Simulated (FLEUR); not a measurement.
# CrO2: which magnetic order is lowest

Does CrO2 prefer parallel or opposed moments?

Method: LDA (Perdew-Zunger) with U = 4.4 eV, J = 0.9 eV on Cr d; all-electron FLAPW, Dirac cores, scalar-relativistic bands, in FLEUR MaX-R8.1.

## Step 1: The starting structure

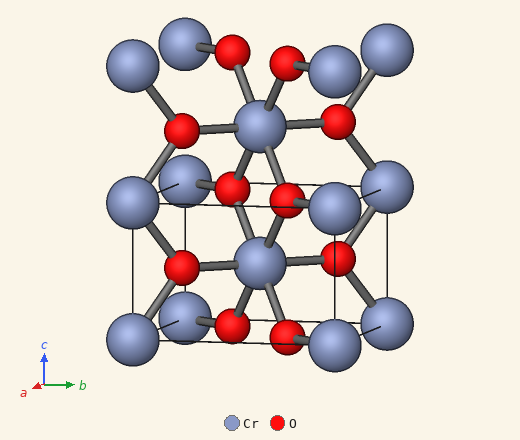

Start, viewed slightly off an axis; chromium light blue, oxygen red. 1×1×2 cells are drawn. Some periodic images of atoms are drawn too.

Structure file:

```cif
data_structure
_symmetry_space_group_name_H-M 'P 1'
_symmetry_Int_Tables_number 1
_cell_length_a 4.4481
_cell_length_b 4.5292
_cell_length_c 2.9860
_cell_angle_alpha 90.000
_cell_angle_beta 90.000
_cell_angle_gamma 90.000
_cell_volume 60.16
loop_
_atom_site_label
_atom_site_type_symbol
_atom_site_fract_x
_atom_site_fract_y
_atom_site_fract_z
_atom_site_occupancy
Cr1 Cr 0.50000 0.50000 0.50000 1
Cr2 Cr 0.00000 0.00000 0.00000 1
O3 O 0.79297 0.18982 0.50000 1
O4 O 0.20703 0.81018 0.50000 1
O5 O 0.70703 0.68982 0.00000 1
O6 O 0.29297 0.31018 0.00000 1
```

The cell comes from a database of computed structures and need not be the stable phase.

## Step 2: Start 1: ferro ++

The parallel start is the test of whether parallel moments hold. A Hubbard U acts on the open shell, since semilocal functionals spread its electrons too much.

inpgen writes inp.xml from crystal.txt; cutoffs, mixing, functional, smearing and local orbitals are then set in the file. The k list default-1 (kpts.xml, not shown) is a Γ-centred 8×8×8 mesh; where the ranks do not divide the number of points, some are split in two of half the weight.

File inp.xml:

```
<?xml version="1.0" encoding="UTF-8" standalone="no"?>
<fleurInput fleurInputVersion="0.39">
   <comment>
      CrO2
   </comment>
   <calculationSetup>
      <cutoffs Kmax="4.4" Gmax="13.2" GmaxXC="13.2" numbands="0"/>
      <scfLoop itmax="130" minDistance="0.0001" maxIterBroyd="15" imix="Anderson" alpha="0.05" precondParam="0.0" spinf="2.0" sdNocoIR="T"/>
      <coreElectrons ctail="T" frcor="F" kcrel="0" coretail_lmax="0"/>
      <xcFunctional name="pz" relativisticCorrections="F"/>
      <magnetism jspins="2"/>
      <soc l_soc="F" theta="0.0" phi="0.0" spav="F"/>
      <expertModes spex="0" secvar="F"/>
      <geometryOptimization l_f="F" forcealpha="1.0" forcemix="BFGS" epsdisp="0.00001" epsforce="0.00001"/>
      <ldaU l_linMix="F" mixParam="0.05" spinf="1.0"/>
   </calculationSetup>
   <cell>
      <bzIntegration valenceElectrons="52.0" mode="hist" fermiSmearingEnergy="0.00183747">
         <kPointListSelection listName="default-1"/>
         <xi:include xmlns:xi="http://www.w3.org/2001/XInclude" href="kpts.xml"> </xi:include>
      </bzIntegration>
      <xi:include xmlns:xi="http://www.w3.org/2001/XInclude" href="sym.xml"> </xi:include>
      <bulkLattice scale="1.0">
         <bravaisMatrix>
            <row-1>    8.4055981907253461     0.0000000000000000     0.0000000000000000</row-1>
            <row-2>    0.0000000000000000     8.5590137166138440     0.0000000000000000</row-2>
            <row-3>    0.0000000000000000     0.0000000000000000     5.6426541779151140</row-3>
         </bravaisMatrix>
      </bulkLattice>
   </cell>
   <atomSpecies>
      <species name="Chromium (3.000" element="Cr" atomicNumber="24">
         <mtSphere radius="2.26" gridPoints="747" logIncrement="0.016"/>
         <atomicCutoffs lmax="8" lnonsphr="6"/>
         <electronConfig flipSpins="F">
            <coreConfig>(1s1/2) (2s1/2) (2p1/2) (2p3/2)</coreConfig>
            <valenceConfig>(3s1/2) (3p1/2) (3p3/2) (4s1/2) (3d3/2) (3d5/2)</valenceConfig>
            <stateOccupation state="(4s1/2)" spinUp="0.5" spinDown="0.5"/>
            <stateOccupation state="(3d3/2)" spinUp="1.0" spinDown="1.0"/>
            <stateOccupation state="(3d5/2)" spinUp="3.0" spinDown="0.0"/>
         </electronConfig>
         <energyParameters s="4" p="4" d="3" f="4"/>
         <ldaU l="2" U="4.4" J="0.9" l_amf="F"/>
         <lo type="SCLO" l="0" n="3" eDeriv="0"/>
         <lo type="SCLO" l="1" n="3" eDeriv="0"/>
      </species>
      <species name="Oxygen (O)" element="O" atomicNumber="8">
         <mtSphere radius="1.27" gridPoints="421" logIncrement="0.025"/>
         <atomicCutoffs lmax="6" lnonsphr="4"/>
         <electronConfig flipSpins="F">
            <coreConfig>(1s1/2)</coreConfig>
            <valenceConfig>(2s1/2) (2p1/2) (2p3/2)</valenceConfig>
            <stateOccupation state="(2p1/2)" spinUp="0.666667" spinDown="0.666667"/>
            <stateOccupation state="(2p3/2)" spinUp="1.333333" spinDown="1.333333"/>
         </electronConfig>
         <energyParameters s="2" p="2" d="3" f="4"/>
      </species>
   </atomSpecies>
   <atomGroups>
      <atomGroup species="Chromium (3.000">
         <relPos label="                   1">1.000/2.000 1.000/2.000 1.000/2.000</relPos>
         <relPos label="                   2">.0000000000 .0000000000 .0000000000</relPos>
         <force calculate="T" relaxXYZ="TTT"/>
      </atomGroup>
      <atomGroup species="Oxygen (O)">
         <relPos label="                   3">-.2070310000 .1898170000 1.000/2.000</relPos>
         <relPos label="                   4">.2070310000 -.1898170000 1.000/2.000</relPos>
         <relPos label="                   5">-.2929690000 -.3101830000 .0000000000</relPos>
         <relPos label="                   6">.2929690000 .3101830000 .0000000000</relPos>
         <force calculate="T" relaxXYZ="TTT"/>
      </atomGroup>
   </atomGroups>
   <output dos="F" band="F" slice="F">
      <bandDOS minEnergy="-.5*Htr" maxEnergy="0.5*Htr" sigma="0.015" storeEVData="T"/>
      <plotting iplot="0" polar="F">
         <plot TwoD="T" vec1="  1.0  0.0  0.0" vec2="  0.0  1.0  0.0" vec3="  0.0  0.0  1.0" zero="  0.0  0.0  0.0" file="plot"/>
      </plotting>
      <moessbauerParams electricFieldGradient="F" isomerShift="F" coreHyperfine="F" valenceHyperfine="F"/>
   </output>
</fleurInput>
```

File crystal.txt:

```
CrO2
&input film=F cartesian=F /
4.44805100660  0.00000000000  0.00000000000
0.00000000000  4.52923500670  0.00000000000
0.00000000000  0.00000000000  2.98596400000
1.8897261246
1.0 1.0 1.0

6
24 0.50000000000  0.50000000000  0.50000000000 : 3.000
24 0.00000000000  0.00000000000  0.00000000000 : 3.000
8 0.79296900000  0.18981700000  0.50000000000
8 0.20703100000  0.81018300000  0.50000000000
8 0.70703100000  0.68981700000  0.00000000000
8 0.29296900000  0.31018300000  0.00000000000

&kpt div1=8 div2=8 div3=8 gamma=T /
```

On the command line:

```sh
$ OMP_NUM_THREADS=1 inpgen -f crystal.txt > inpgen.log  # inp.xml is then edited as shown
$ OMP_NUM_THREADS=1 mpirun -n 4 fleur_MPI > fleur.log
```

Log:

```text
Welcome to FLEUR        (www.flapw.de)
      MaX-Release 8.1          (www.max-centre.eu)

 ========== k-point set info ==========
 Selected k-point list: default-1
 k-point list type: mesh
 0 x 0 x 0
 Number of k points: 128

 ------------Calculation Setup---------------------------
 Number of MPI-tasks      :            4
 Number of PE/node        :            4
 Number of OMP-threads    :            1
 k-points in parallel     :            4
 pe's per k-point         :            1
 No of k-point loops      :           32
 Eigenvalue solver        :       lapack
 Number of basis functions:          636
 Approximate size of matrices (H+S) per k-point:         0.006 GB
 --------------------------------------------------------
 no density matrix found ... skipping LDA+U
 Reset of history
 Iteration:     1   Distance:      50.41329856 me/bohr^3
 Iteration:     2   Distance:      45.35787515 me/bohr^3
 Iteration:     3   Distance:      38.44118885 me/bohr^3
 Iteration:     4   Distance:      17.33870641 me/bohr^3
 Iteration:     5   Distance:      24.35941030 me/bohr^3
 Iteration:     6   Distance:      18.14734450 me/bohr^3
 Iteration:     7   Distance:       7.43979956 me/bohr^3
 Iteration:     8   Distance:       7.51763479 me/bohr^3
 Iteration:     9   Distance:       1.65074460 me/bohr^3
 Iteration:    10   Distance:       1.14545888 me/bohr^3
 Iteration:    11   Distance:       0.55777824 me/bohr^3
 Iteration:    12   Distance:       0.17335302 me/bohr^3
 Iteration:    13   Distance:       0.16437264 me/bohr^3
 Iteration:    14   Distance:       0.04991829 me/bohr^3
 Iteration:    15   Distance:       0.04925998 me/bohr^3
 Iteration:    16   Distance:       0.02427438 me/bohr^3
 Iteration:    17   Distance:       0.02258501 me/bohr^3
 Iteration:    18   Distance:       0.02390880 me/bohr^3
 Iteration:    19   Distance:       0.01523503 me/bohr^3
 Iteration:    20   Distance:       0.00894567 me/bohr^3
 Iteration:    21   Distance:       0.01157553 me/bohr^3
 Iteration:    22   Distance:       0.00712832 me/bohr^3
 Iteration:    23   Distance:       0.00141259 me/bohr^3
 Iteration:    24   Distance:       0.00374427 me/bohr^3
 Iteration:    25   Distance:       0.00052205 me/bohr^3
 Iteration:    26   Distance:       0.00007760 me/bohr^3

 ********************************************************************
 Run finished successfully
 Stop message:
   all done
 ********************************************************************

--- out.xml (last complete iteration) ---
<iteration numberForCurrentRun="   26" overallNumber="   26">
         [... left out ...]
         <bandgap value="0.0206153024" units="eV"/>
         <sumValenceSingleParticleEnergies value="-26.6378106695" units="Htr"/>
         <FermiEnergy value="0.2193708888" units="Htr"/>
         <valenceDensity>
            <mtCharges spin="1">
               <mtCharge atomType="1" total="7.3634129" s="1.1430314" p="3.1963114" d="2.9449025" f="0.0585281"/>
               <mtCharge atomType="2" total="1.9136289" s="0.6188049" p="1.2919200" d="0.0025142" f="0.0003317"/>
            </mtCharges>
            <mtCharges spin="2">
               <mtCharge atomType="1" total="5.1333490" s="1.1270238" p="3.1775901" d="0.7482137" f="0.0582941"/>
               <mtCharge atomType="2" total="2.0324979" s="0.6234623" p="1.4077790" d="0.0010590" f="0.0001653"/>
            </mtCharges>
            <spinDependentCharge spin="1" total="28.0000000" interstitial="5.6186588" mtSpheres="22.3813412"/>
            <spinDependentCharge spin="2" total="24.0000000" interstitial="5.6033104" mtSpheres="18.3966896"/>
            <totalCharge value="52.0000000000"/>
         </valenceDensity>
         [... left out ...]
         <allElectronCharges>
            <spinDependentCharge spin="1" total="42.0000000" interstitial="5.6186704" mtSpheres="36.3813296"/>
            <spinDependentCharge spin="2" total="38.0000000" interstitial="5.6033220" mtSpheres="32.3966780"/>
            <totalCharge value="79.9999999958"/>
         </allElectronCharges>
         <magneticMomentsInMTSpheres units="muBohr">
            <globalMagMoment atomType="1" vec="0.00000   0.00000   2.23006"/>
            <localMagMoment atomType="1" vec="0.00000   0.00000   2.23006"/>
            <globalMagMoment atomType="2" vec="0.00000   0.00000  -0.11887"/>
            <localMagMoment atomType="2" vec="0.00000   0.00000  -0.11887"/>
         </magneticMomentsInMTSpheres>
         <moessbauerParams unitsHFF="kG" unitsIS="e/bohr^3" unitsEFG="Htr/bohr^2">
         </moessbauerParams>
         <totalEnergy value="    -2396.8018209132" units="Htr">
            <sumOfEigenvalues value="    -1374.4644969985">
               <coreElectrons value="-1347.8266863290"/>
               <valenceElectrons value="-26.6378106695"/>
            </sumOfEigenvalues>
            <densityCoulombPotentialIntegral value="-3626.0214411538"/>
            <densityEffectivePotentialIntegral value="-3791.9067064914"/>
            <chargeDenXCDenIntegral value="-125.4761747191"/>
            <FockExchangeEnergyValence value="0.0000000000"/>
            <FockExchangeEnergyCore value="0.0000000000"/>
            <atomTypeDependentContributions atomType="1">
               <electronNucleiInteractionDifferentMTs value="2492.8022246798"/>
               <MadelungTerm value="-20.4520152034"/>
            </atomTypeDependentContributions>
            <atomTypeDependentContributions atomType="2">
               <electronNucleiInteractionDifferentMTs value="337.0356258174"/>
               <MadelungTerm value="-25.7653731189"/>
            </atomTypeDependentContributions>
            <dftUCorrection value="-0.2981037096"/>
            <tkbTimesEntropy value="0.0002142285"/>
            <freeEnergy value="-2396.8020351417"/>
            <extrapolationTo0K value="-2396.8019280274"/>
         </totalEnergy>
         <ldaUDensityMatrix>
            <densityMatrixFor spin="1" atomType="1" uIndex="1" l="2" U="4.40000000" J="0.90000000">
               (+0.52492,+0.00000) (+0.00000,+0.00000) (-0.01068,-0.19085) (+0.00000,+0.00000) (-0.03806,-0.00478)
               (+0.00000,+0.00000) (+0.58377,+0.00000) (+0.00000,+0.00000) (+0.01940,+0.26201) (+0.00000,+0.00000)
               (-0.01068,+0.19085) (+0.00000,+0.00000) (+0.72753,+0.00000) (+0.00000,+0.00000) (-0.01068,-0.19085)
               (+0.00000,+0.00000) (+0.01940,-0.26201) (+0.00000,+0.00000) (+0.58377,+0.00000) (+0.00000,+0.00000)
               (-0.03806,+0.00478) (+0.00000,+0.00000) (-0.01068,+0.19085) (+0.00000,+0.00000) (+0.52492,+0.00000)
            </densityMatrixFor>
            <densityMatrixFor spin="2" atomType="1" uIndex="1" l="2" U="4.40000000" J="0.90000000">
               (+0.15348,+0.00000) (+0.00000,+0.00000) (+0.00371,+0.06929) (+0.00000,+0.00000) (-0.05095,+0.00685)
               (+0.00000,+0.00000) (+0.16475,+0.00000) (+0.00000,+0.00000) (-0.00566,-0.09133) (+0.00000,+0.00000)
               (+0.00371,-0.06929) (+0.00000,+0.00000) (+0.11175,+0.00000) (+0.00000,+0.00000) (+0.00371,+0.06929)
               (+0.00000,+0.00000) (-0.00566,+0.09133) (+0.00000,+0.00000) (+0.16475,+0.00000) (+0.00000,+0.00000)
               (-0.05095,-0.00685) (+0.00000,+0.00000) (+0.00371,-0.06929) (+0.00000,+0.00000) (+0.15348,+0.00000)
            </densityMatrixFor>
         </ldaUDensityMatrix>
         <ldaUDensityMatrixConvergence>
            <distance spin="1" distance="0.000004"/>
            <distance spin="2" distance="0.000002"/>
         </ldaUDensityMatrixConvergence>
         <densityConvergence units="me/bohr^3">
            <chargeDensity spin="1" distance="0.0000618024"/>
            <chargeDensity spin="2" distance="0.0000326193"/>
            <overallChargeDensity distance="0.0000612014"/>
            <spinDensity distance="0.0000775983"/>
         </densityConvergence>
      </iteration>
```

It took 3.7 min on 4 MPI ranks of Intel Xeon Platinum 8259CL at 2.50GHz (Skylake/Cascade Lake), shared host; peak memory 0.36 GiB.

Spin moment in the muffin-tin sphere by atom:

| atom | spin moment in the muffin-tin sphere (μB) |
| --- | --- |
| Cr1 | 2.23 |
| Cr2 | 2.23 |
| O3 | -0.12 |
| O4 | -0.12 |
| O5 | -0.12 |
| O6 | -0.12 |

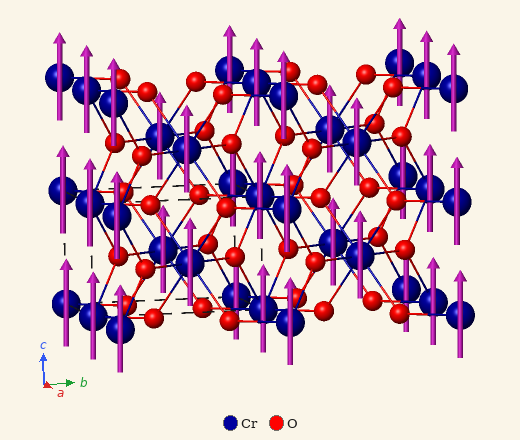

Spin moment in the muffin-tin sphere as arrows, the longest 2.23 μB. Up and down stand for the sign. Arrows give size and sign along the axis of quantisation, drawn up and down the page. 2×2×2 cells are drawn. Some periodic images of atoms are drawn too.

This step gave:

* free energy: -65220.3059 eV
* program's band gap on this mesh (in a metal only a level spacing): 0.02062 eV
* magnetization: 4 μB
* final state: ferromagnetic, with opposed induced moments

After 26 cycles the largest moment stands at 2.23 μB.

(Continued in part 2 of 2.)

[Logs and program files are shortened in this print: banners, set-up blocks, solver, clock and traceback lines can be left out without a mark of their own.]

[Logs are printed without paths, hosts, clocks, repeated set-up lines and the standing remarks that a program may print on its own settings, such as how far it seeks lower states.]

[Hosts, paths, dates, database ids (printed as entryN), source tags and the programs' standing remarks are cut or masked in the printed files.]

[Where a cell is said to come from a database of computed structures, the database is the Materials Project.]
